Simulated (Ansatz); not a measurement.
## Run report: CH₅BBr, geometry relaxation (part 1 of 2)

The run: geometry relaxation of CH₅BBr, multiplicity 2. Method and program: UKS CAM-B3LYP-D4/def2-SVP (Ansatz 0.2.0).

The input holds or restrains some coordinates. It belongs to a series of runs on one base structure; here: pulled along the bonds that form and break, towards end B.

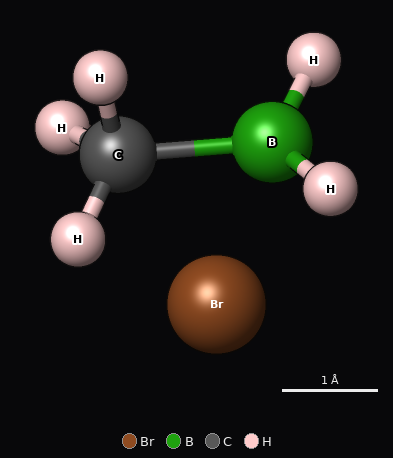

The input geometry (ball-and-stick view, seen at a tilt).

Input:
```yaml
crystal:
  periodic: [false, false, false]
  atoms:
    - { symbol: Br, position_ang: [-1.3344, -1.3131, 0.9058] }
    - { symbol: B, position_ang: [-0.323, -0.1564, -0.8578] }
    - { symbol: C, position_ang: [0.4463, 0.3175, 0.5002] }
    - { symbol: H, position_ang: [0.215, -0.9486, -1.5263] }
    - { symbol: H, position_ang: [-1.1333, 0.5636, -1.2909] }
    - { symbol: H, position_ang: [-0.1011, 0.9096, 1.2291] }
    - { symbol: H, position_ang: [1.1515, 1.0349, 0.0332] }
    - { symbol: H, position_ang: [1.079, -0.4075, 1.0067] }
magnetization:
  spin_polarized: true
  initial_magnetization: 1
basis:
  gaussian: { orbitals: def2-SVP }
hamiltonian:
  xc: cam_b3lyp
  dispersion: d4
relax:
  f_tol: 0.15
  max_steps: 25
  restrain:
    - { distance: [0, 2], at: 1.96, k: 30.0 }
    - { distance: [1, 0], at: 3.34, k: 30.0 }
output:
  orbitals: {}
```

Run on 4 threads of Arm Neoverse N1, 16 GiB of memory available, shared host.

Launch command:
```bash
ansatz run input.yaml --threads 4 --pin off --max-ram 5120MiB --backend cpu --events-out ev --progress --plain --runs-dir out
```

Output:
```
The last accepted step is kept in [file] (removed where the run ends without a failure and the disk answers)
Engine: ansatz 0.2.0, aarch64-unknown-linux-gnu
Functional definition: CAM-B3LYP
  parameter alpha = 0.19
  parameter beta = 0.46
  parameter omega = 0.33/bohr
  parameter ac = 0.81
  exchange = (1 - alpha - beta)*b88_x + beta*b88_x_sr(omega) + alpha*exact_x + beta*exact_x_lr(omega)
  correlation = (1 - ac)*vwn5_c + ac*lyp_c
929 factors; integrals over basis functions are off by at most 2.4e-4 eV
278 factors; integrals over basis functions are off by at most 7.3e-7 eV
mean field evaluation 1: about -71828.5196 eV, gradient 2.4e1 eV
mean field evaluation 2: about -71828.1423 eV, gradient 2.5e1 eV
mean field evaluation 4: about -71831.5063 eV, gradient 8.4e-1 eV
mean field evaluation 8: about -71831.5284 eV, gradient 7.1e-2 eV
mean field evaluation 16: about -71831.5289 eV, gradient 3.7e-4 eV
mean field -71831.52888549 eV, -2639.7599973829 hartree, gradient 5.2e-5 eV, S^2 0.754268; 2 other end points of the search recorded, 0 dependent functions left out
the calculation of the forces begins
reference -71831.52899620 eV, -2639.7600014514 hartree; 26, 25 occupied and 59, 60 virtual orbitals, 929 factors
relax step   1: F+E_penalty+E_count = -71831.63907439 eV  Δ(F+E_penalty+E_count) = +0.000e0 eV  max|allowed force component| = 1.524e0 eV/Å  E_restraint = 18.60523243 eV  max|allowed force component, restraints' pulls added| = 2.112e1 eV/Å  Δτ_max = 0.0000 Å  (44 SCF iters, accepted)
  distance Br 0 - C 2 = 2.4483 Å
  distance B 1 - Br 0 = 2.3391 Å
these checks for a lower state are left out or cut short: starts, cluster_reference, orbital_swaps, neighbouring_geometries, increment
929 factors; integrals over basis functions are off by at most 2.9e-4 eV
278 factors; integrals over basis functions are off by at most 7.9e-7 eV
mean field evaluation 32: about -71831.0693 eV, gradient 2.4e-5 eV
mean field -71831.06933327 eV, -2639.7431091500 hartree, gradient 2.4e-5 eV, S^2 0.755098; 0 other end points of the search recorded, 0 dependent functions left out
[... from here on the field's lines of each further geometry are left out, up to the last ...]
relax step   2: F+E_penalty+E_count = -71831.17795050 eV  Δ(F+E_penalty+E_count) = +4.611e-1 eV  max|allowed force component| = 3.332e0 eV/Å  E_restraint = 9.98506484 eV  max|allowed force component, restraints' pulls added| = 1.295e1 eV/Å  Δτ_max = 0.1949 Å  (44 SCF iters, accepted)
relax step   3: F+E_penalty+E_count = -71830.25398545 eV  Δ(F+E_penalty+E_count) = +9.240e-1 eV  max|allowed force component| = 4.458e0 eV/Å  E_restraint = 3.96861764 eV  max|allowed force component, restraints' pulls added| = 5.942e0 eV/Å  Δτ_max = 0.1950 Å  (46 SCF iters, accepted)
relax step   4: F+E_penalty+E_count = -71829.76051225 eV  Δ(F+E_penalty+E_count) = +4.935e-1 eV  max|allowed force component| = 4.253e0 eV/Å  E_restraint = 1.43823422 eV  max|allowed force component, restraints' pulls added| = 2.260e0 eV/Å  Δτ_max = 0.1944 Å  (43 SCF iters, accepted)
relax step   5: F+E_penalty+E_count = -71829.96545284 eV  Δ(F+E_penalty+E_count) = -2.049e-1 eV  max|allowed force component| = 2.746e0 eV/Å  E_restraint = 0.56806377 eV  max|allowed force component, restraints' pulls added| = 1.238e0 eV/Å  Δτ_max = 0.1947 Å  (37 SCF iters, accepted)
relax step   6: F+E_penalty+E_count = -71830.15519528 eV  Δ(F+E_penalty+E_count) = -1.897e-1 eV  max|allowed force component| = 1.629e0 eV/Å  E_restraint = 0.21854841 eV  max|allowed force component, restraints' pulls added| = 1.735e0 eV/Å  Δτ_max = 0.1951 Å  (40 SCF iters, accepted)
relax step   7: F+E_penalty+E_count = -71830.17170532 eV  Δ(F+E_penalty+E_count) = -1.651e-2 eV  max|allowed force component| = 1.277e0 eV/Å  E_restraint = 0.03359417 eV  max|allowed force component, restraints' pulls added| = 1.301e0 eV/Å  Δτ_max = 0.1835 Å  (43 SCF iters, accepted)
relax step   8: F+E_penalty+E_count = -71830.18694316 eV  Δ(F+E_penalty+E_count) = -1.524e-2 eV  max|allowed force component| = 9.245e-1 eV/Å  E_restraint = 0.00391263 eV  max|allowed force component, restraints' pulls added| = 9.245e-1 eV/Å  Δτ_max = 0.0999 Å  (38 SCF iters, accepted)
relax step   9: F+E_penalty+E_count = -71830.21737528 eV  Δ(F+E_penalty+E_count) = -3.043e-2 eV  max|allowed force component| = 1.158e0 eV/Å  E_restraint = 0.00822715 eV  max|allowed force component, restraints' pulls added| = 1.123e0 eV/Å  Δτ_max = 0.0680 Å  (38 SCF iters, accepted)
relax step  10: F+E_penalty+E_count = -71830.38282946 eV  Δ(F+E_penalty+E_count) = -1.655e-1 eV  max|allowed force component| = 8.287e-1 eV/Å  E_restraint = 0.00592387 eV  max|allowed force component, restraints' pulls added| = 5.809e-1 eV/Å  Δτ_max = 0.1998 Å  (41 SCF iters, accepted)
relax step  11: F+E_penalty+E_count = -71830.51411273 eV  Δ(F+E_penalty+E_count) = -1.313e-1 eV  max|allowed force component| = 9.181e-1 eV/Å  E_restraint = 0.03258898 eV  max|allowed force component, restraints' pulls added| = 3.873e-1 eV/Å  Δτ_max = 0.2000 Å  (39 SCF iters, accepted)
relax step  12: F+E_penalty+E_count = -71830.24471549 eV  Δ(F+E_penalty+E_count) = +2.694e-1 eV  max|allowed force component| = 2.021e0 eV/Å  E_restraint = 0.02178200 eV  max|allowed force component, restraints' pulls added| = 1.274e0 eV/Å  Δτ_max = 0.1940 Å  (34 SCF iters, rejected (line search))
relax step  13: F+E_penalty+E_count = -71830.53338745 eV  Δ(F+E_penalty+E_count) = -1.927e-2 eV  max|allowed force component| = 8.755e-1 eV/Å  E_restraint = 0.03637671 eV  max|allowed force component, restraints' pulls added| = 3.020e-1 eV/Å  Δτ_max = 0.0970 Å  (36 SCF iters, accepted)
relax step  14: F+E_penalty+E_count = -71830.52751070 eV  Δ(F+E_penalty+E_count) = +5.877e-3 eV  max|allowed force component| = 9.834e-1 eV/Å  E_restraint = 0.02626731 eV  max|allowed force component, restraints' pulls added| = 2.440e-1 eV/Å  Δτ_max = 0.0502 Å  (36 SCF iters, accepted)
the calculation of the forces begins
reference -71830.42547732 eV, -2639.7194478805 hartree; 26, 25 occupied and 59, 60 virtual orbitals, 929 factors
relax step  15: F+E_penalty+E_count = -71830.53412216 eV  Δ(F+E_penalty+E_count) = -6.611e-3 eV  max|allowed force component| = 9.534e-1 eV/Å  E_restraint = 0.02746639 eV  max|allowed force component, restraints' pulls added| = 4.854e-2 eV/Å  Δτ_max = 0.0159 Å  (34 SCF iters, accepted)
  distance Br 0 - C 2 = 1.9177 Å
  distance B 1 - Br 0 = 3.3338 Å
929 factors; integrals over basis functions are off by at most 8.4e-4 eV
278 factors; integrals over basis functions are off by at most 9.0e-7 eV
mean field evaluation 128: about -71830.4112 eV, gradient 5.4e-2 eV
```

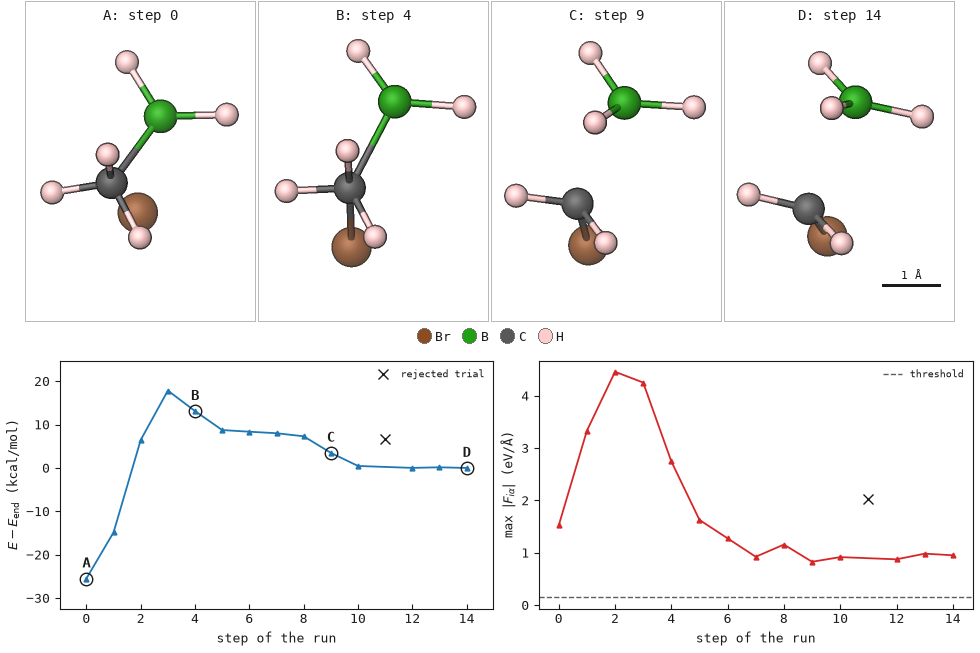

Frames of the restrained relaxation (ball-and-stick view, seen at a tilt) above the curves, on which the letters mark them (the first geometry is step 0 here and step 1 in the log).

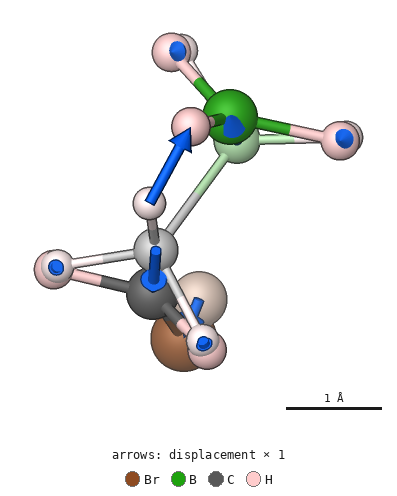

Start (faint) and end (solid) with the displacements as blue arrows, at true length (ball-and-stick view, seen at a tilt). The two geometries are laid on each other by the best rigid fit. Over 14 geometry steps the energy rises by 25.5 kcal/mol. Largest force component: 1.5 eV/Å at the start, 0.95 eV/Å at the end. The line search rejected the trial step at point 11 (counted from 0) and went back. H7 moves most after the best rigid fit: 0.92 Å. By element the largest moves are H 0.92 Å, C 0.79 Å, B 0.68 Å, Br 0.46 Å. Distances before and after: C3–H7 1.109 → 2.432 Å, B2–H7 2.095 → 1.211 Å, Br1–C3 2.448 → 1.918 Å, B2–C3 1.631 → 2.088 Å. New bonds form: B2–H7 (2.09 → 1.21 Å). Bonds break: B2–C3 (1.63 → 2.09 Å), C3–H7 (1.11 → 2.43 Å). Among the angles that change: H6–C3–H8 110.1° → 120.4°, H4–B2–H5 121.7° → 119.1°. (Atoms are counted from 1 in the order of the input.)

```
mean field -71830.42535749 eV, -2639.7194434767 hartree, gradient 8.9e-5 eV, S^2 0.754468; 1 other end points of the search recorded, 0 dependent functions left out
the calculation of the forces begins
reference -71830.42547732 eV, -2639.7194478805 hartree; 26, 25 occupied and 59, 60 virtual orbitals, 929 factors
Total energy: -71830.53424199 eV, -2639.7234449085 hartree
Atom 0 at    -1.328494    -1.399974     1.416739 Å, force     0.953379     0.908559    -0.396023 eV/Å
Atom 1 at     0.106228     0.263780    -1.090767 Å, force    -0.064834    -0.072016     0.091820 eV/Å
Atom 2 at     0.028016    -0.124033     0.959259 Å, force    -0.904103    -0.850847     0.302461 eV/Å
Atom 3 at     0.359321    -0.854196    -1.470990 Å, force     0.002379     0.002050     0.000439 eV/Å
Atom 4 at    -1.014074     0.692606    -1.230332 Å, force     0.001722     0.002149     0.000230 eV/Å
Atom 5 at    -0.208114     0.890966     1.282642 Å, force     0.001174     0.002545    -0.000243 eV/Å
Atom 6 at     1.016064     1.046631    -0.929993 Å, force     0.007681     0.006441     0.001503 eV/Å
Atom 7 at     1.041053    -0.515781     1.063442 Å, force     0.002601     0.001120    -0.000188 eV/Å
Dipole moment:     0.058376    -0.021649     0.473031 e Å
```

Trajectory as extended XYZ (Å, eV, eV/Å), 15 frames, from step=1 to step=15:
```
8
Properties=species:S:1:pos:R:3:forces:R:3 step=1 energy=-71831.63907
Br   -1.3344   -1.3131    0.9058   -0.6991  -0.5661  -0.3927
B    -0.3230   -0.1564   -0.8578    0.1474  -0.0901   1.5240
C     0.4463    0.3175    0.5002    0.5236   0.4503  -0.2553
H     0.2150   -0.9486   -1.5263    0.4004  -0.6339  -0.4921
H    -1.1333    0.5636   -1.2909   -0.6501   0.5529  -0.3268
H    -0.1011    0.9096    1.2291   -0.1186   0.2602   0.2029
H     1.1515    1.0349    0.0332    0.1334   0.1797  -0.3843
H     1.0790   -0.4075    1.0067    0.2629  -0.1531   0.1243
8
Properties=species:S:1:pos:R:3:forces:R:3 step=2 energy=-71831.17795
Br   -1.3316   -1.3323    1.0493   -1.0073  -0.8914  -0.0243
B    -0.2273   -0.0514   -0.9913   -0.0356  -0.4897   3.3318
C     0.3783    0.2562    0.5077    1.7651   1.7648  -1.7490
H     0.2246   -0.9609   -1.5433    0.6738  -0.6055  -0.9360
H    -1.1465    0.5770   -1.3040   -0.6381   0.8698  -0.7110
H    -0.1080    0.9086    1.2317   -0.3197   0.0963   0.0267
H     1.1333    1.0171    0.0417   -0.4723  -0.4499   0.1036
H     1.0773   -0.4142    1.0082    0.0341  -0.2944  -0.0418
```
